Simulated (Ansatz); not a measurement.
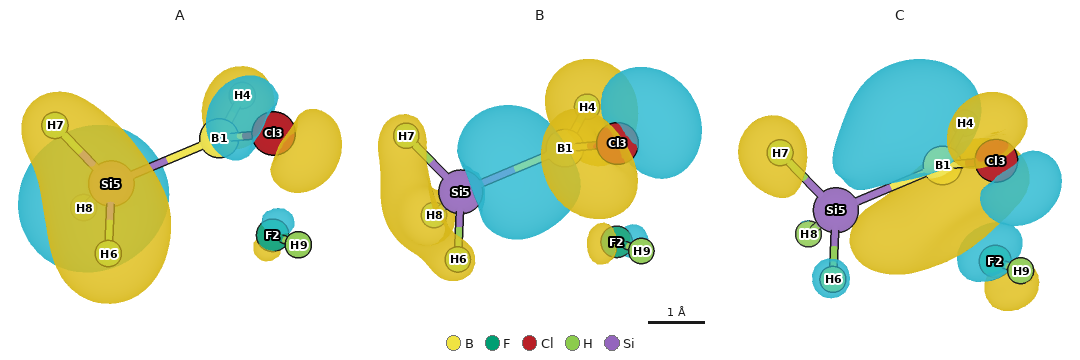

Figure 1: BClH$_{4}$Si···HF. Three frontier orbitals at ±0.1 Å⁻³ᐟ² (yellow and cyan are the two phases), in no order.

The calculation used RKS PBE/6-31G* (Ansatz 0.2.0).

```xyz
9

B     0.1289    0.5246   -0.0490
F    -0.2467   -0.1762    1.8369
Cl    1.6061   -0.4931   -0.3344
H    -0.8728    0.0910   -0.5489
Si    0.4025    2.4608    0.4827
H     1.5267    2.6025    1.4715
H     0.7494    3.2946   -0.7211
H    -0.8330    3.0477    1.1055
H     0.5902   -0.6381    1.8792
```

Q: Order the three orbitals by energy and name them.

A: A is the HOMO−1 (−8.03 eV). By Hirshfeld shares it lies mainly on Si5 (about 35 %), H8 (about 30 %), H6 (about 15 %) and Cl3 (about 10 %). B is the HOMO (−6.49 eV). By Hirshfeld shares it lies mainly on Cl3 (about 35 %), Si5 (about 25 %), B1 (about 25 %) and H4 (about 10 %). C is the LUMO (−1.93 eV). It lies mainly on B1 (about 50 %), Si5 (about 15 %), Cl3 (about 15 %) and F2 (about 10 %).

Q: What is the HOMO–LUMO gap?

A: 4.56 eV between the orbital energies.
